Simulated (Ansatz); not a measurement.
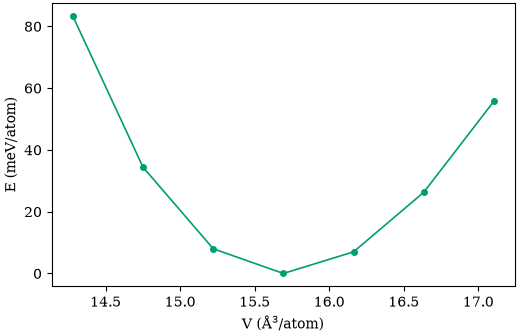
*CuAu3 (Cu3Au type, Pm-3m) under volume change, the program Ansatz at the PBEsol level (PAW), scaled uniformly.*

### Question
What does a third-order Birch–Murnaghan fit give for V₀, B₀ and B′?

### Answer
V₀ = 15.69 Å³/atom, B₀ = 171 GPa, B′ = 5.7.

The workflow started from a Materials Project entry (that database holds measured and hypothetical structures alike); the Crystallography Open Database files this formula in space group No. 221, but the cells were not matched. Whether it is the stable phase at ambient conditions was not checked. The PBEsol relaxation kept the symmetry of its start; of distortions, only those at the zone centre were tested. No spin polarisation was allowed. Scalar-relativistic: spin–orbit coupling is off unless named, which matters more the heavier the elements.

Potentials: the later of the program's two PAW sets.
